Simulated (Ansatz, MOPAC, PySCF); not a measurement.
Bond stretch in H2 (cation, charge +1), doublet.

Levels: UKS-B3LYP = unrestricted B3LYP/aug-cc-pVTZ in PySCF 2.14.0; UKS-PBE = unrestricted PBE/aug-cc-pVTZ run with Ansatz (a program for electronic structure); UKS-LDA (SVWN5) = unrestricted LDA (SVWN5)/aug-cc-pVTZ run with PySCF 2.14.0; UCCSD(T) = PySCF with CCSD(T) on UHF/aug-cc-pVTZ; AM1, unrestricted, heats of formation (MOPAC).

Energies are in kcal/mol, each relative to the lowest point of its own curve near equilibrium.

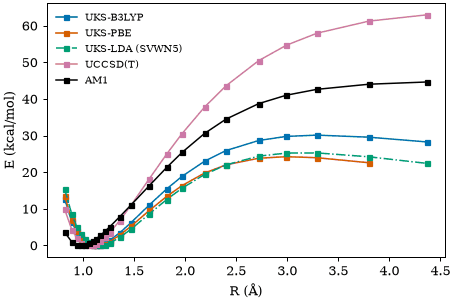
Figure. Energy against bond length for each method.

| R / Å | UKS-B3LYP | UKS-PBE | UKS-LDA (SVWN5) | UCCSD(T) | AM1 |
|---|---|---|---|---|---|
| 0.82 | 12.7 | 13.5 | 15.5 | 9.9 | 3.6 |
| 0.89 | 6.4 | 7.1 | 8.5 | 4.3 | 1.0 |
| 0.94 | 3.5 | 4.0 | 5.1 | 2.0 | 0.2 |
| 0.98 | 1.9 | 2.3 | 3.2 | 0.8 | 0.0 |
| 1.02 | 0.9 | 1.2 | 1.8 | 0.2 | 0.2 |
| 1.06 | 0.3 | 0.5 | 0.8 | 0.0 | 0.6 |
| 1.10 | 0.0 | 0.1 | 0.3 | 0.2 | 1.3 |
| 1.13 | 0.0 | 0.0 | 0.1 | 0.5 | 1.9 |
| 1.17 | 0.2 | 0.1 | 0.0 | 1.2 | 2.7 |
| 1.22 | 0.8 | 0.5 | 0.2 | 2.4 | 4.0 |
| 1.26 | 1.4 | 1.0 | 0.6 | 3.5 | 5.1 |
| 1.36 | 3.5 | 2.8 | 2.2 | 6.8 | 7.9 |
| 1.47 | 6.2 | 5.3 | 4.4 | 11.0 | 11.1 |
| 1.65 | 11.1 | 9.6 | 8.7 | 18.3 | 16.4 |
| 1.82 | 15.5 | 13.4 | 12.6 | 25.0 | 21.3 |
| 1.97 | 18.9 | 16.4 | 15.6 | 30.6 | 25.4 |
| 2.19 | 23.0 | 19.8 | 19.4 | 37.8 | 30.6 |
| 2.40 | 25.9 | 22.0 | 22.0 | 43.6 | 34.5 |
| 2.72 | 28.7 | 23.8 | 24.4 | 50.5 | 38.7 |
| 2.99 | 29.8 | 24.2 | 25.2 | 54.7 | 41.0 |
| 3.29 | 30.1 | 24.0 | 25.3 | 58.0 | 42.6 |
| 3.80 | 29.6 | 22.6 | 24.2 | 61.3 | 44.0 |
| 4.37 | 28.3 | — | 22.4 | 63.0 | 44.6 |

At the longest distance, 4.37 Å, UCCSD(T) lies highest above its minimum (63.0 kcal/mol) and UKS-LDA (SVWN5) lowest (22.4 kcal/mol).

Dashes: no converged value, or the column stops at the first point that the program doubted or that broke a chosen test of continuity, which isn't proof of a fault.

At the longest distance UKS-B3LYP, UKS-LDA (SVWN5) leaves fractional charges on the fragments, a sign of delocalisation error or of the restricted form.
